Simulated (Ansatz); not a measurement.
# Computed scan of one atom of the cell: CaO (rock salt)

Starting cell, CaO (rock salt):

```xyz
2
Lattice="0.0000 2.4153 2.4153 2.4153 0.0000 2.4153 2.4153 2.4153 0.0000" Properties=species:S:1:pos:R:3 pbc="T T T"
O      0.0000     0.0000     0.0000
Ca     2.4153     2.4153     2.4153
```

In this cell atom 2 (Ca, nearest neighbour O at 2.415 Å; its periodic images, 3.4 Å or more away, move with it) is moved by s towards the nearest neighbour, unit vector (-1.000, 0.000, 0.000); all other atoms and the cell stay fixed.

The numbers are results of PBE (plane waves to 420 eV, PAW, scalar-relativistic; Ansatz, a first-principles code), not measurements. k mesh 10×10×10 (Γ-centred), Fermi-Dirac smearing 0.05 eV. Energies are smeared free energies. F∥ is the force on the atom along that direction. CaO was relaxed with its symmetry unable to fall. The zero of ΔE is the undisplaced structure.

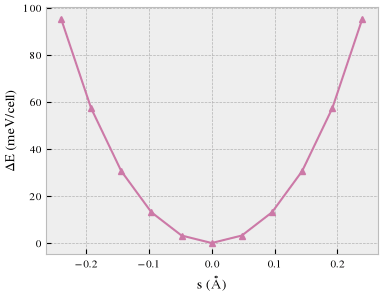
*ΔE (meV/cell) against s (Å); one marker a computed point.*

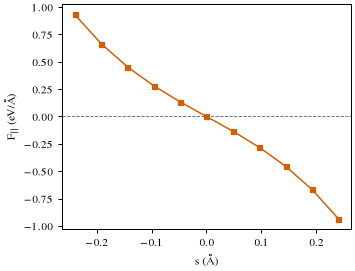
Figure: F∥ (eV/Å) against s (Å); computed points joined by lines.

The force constant k = d²E/ds² at s = 0 (finite differences) is 2.74 eV/Å² and the energy at s = 0.240 Å comes out as 95.4 meV/cell. The zone-centre optical wavenumber from k (transverse: no LO-TO term) is 255 cm⁻¹. Shape of the curve: a single well with its minimum at or next to zero displacement. Symmetry of the curve: even: the same for both signs.

The forces along the line at the two nearest points give (0.134 − (-0.134)) / (2·0.048) = 2.79 eV/Å²; the next pair corrects for the finite step.

(For displaced atoms, the force is minus the slope of the energy, and its curvature is a force constant, which sets phonon frequencies.)
